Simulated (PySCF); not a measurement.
System: C2H12FPSi4.

```yaml
atoms:
  - { symbol: F, position_ang: [0.6328, -1.9091, -1.0106] }
  - { symbol: Si, position_ang: [0.3941, -1.3806, 0.5100] }
  - { symbol: C, position_ang: [-1.4943, -1.3130, 0.7355] }
  - { symbol: C, position_ang: [-2.2547, -0.5917, -0.3814] }
  - { symbol: Si, position_ang: [-1.9788, 1.3018, -0.4176] }
  - { symbol: Si, position_ang: [0.2773, 1.7821, -0.7003] }
  - { symbol: P, position_ang: [1.3708, 0.5793, 0.8460] }
  - { symbol: Si, position_ang: [3.3685, 0.2158, -0.0570] }
  - { symbol: H, position_ang: [1.0309, -2.4191, 1.3081] }
  - { symbol: H, position_ang: [-1.8461, -2.3458, 0.7946] }
  - { symbol: H, position_ang: [-1.7321, -0.8531, 1.6957] }
  - { symbol: H, position_ang: [-3.3224, -0.7958, -0.2662] }
  - { symbol: H, position_ang: [-1.9664, -1.0239, -1.3421] }
  - { symbol: H, position_ang: [-2.5470, 1.8446, 0.8275] }
  - { symbol: H, position_ang: [-2.8051, 1.8301, -1.5130] }
  - { symbol: H, position_ang: [0.8015, 1.4621, -2.0398] }
  - { symbol: H, position_ang: [0.6951, 3.1658, -0.4406] }
  - { symbol: H, position_ang: [3.2872, -0.2483, -1.4420] }
  - { symbol: H, position_ang: [4.0219, -0.7914, 0.7766] }
  - { symbol: H, position_ang: [4.0617, 1.5008, 0.0048] }
```

Geometry: GFN2-xTB.

All numbers below come from PBE0/pcSseg-1, SCF density, gas phase, non-relativistic in PySCF.

Q: Predict the electron density and electron localisation function between the atoms.

A: C–Si (1.90 Å): ρ is about 0.94 e/Å³ halfway; the ELF peaks at about 0.95 between the atoms: localised, covalent bonding.
C–H (1.09 Å): ρ at the midpoint is about 1.9 e/Å³; the ELF climbs to about 1 towards the hydrogen, as it does in any bond to H: an ordinary covalent bond to hydrogen.

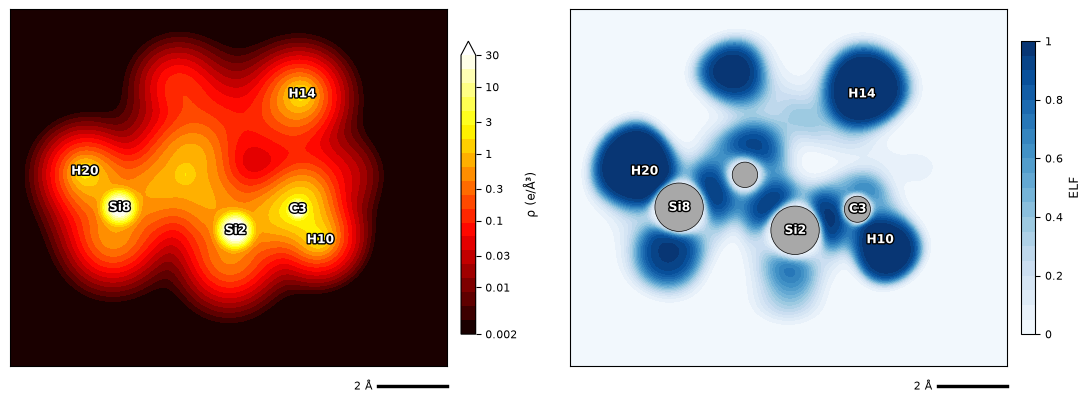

Computed electron density and electron localisation function on the plane of atoms Si2, C3 and H10, in this order. Grey discs cover the atomic cores in the ELF map. 
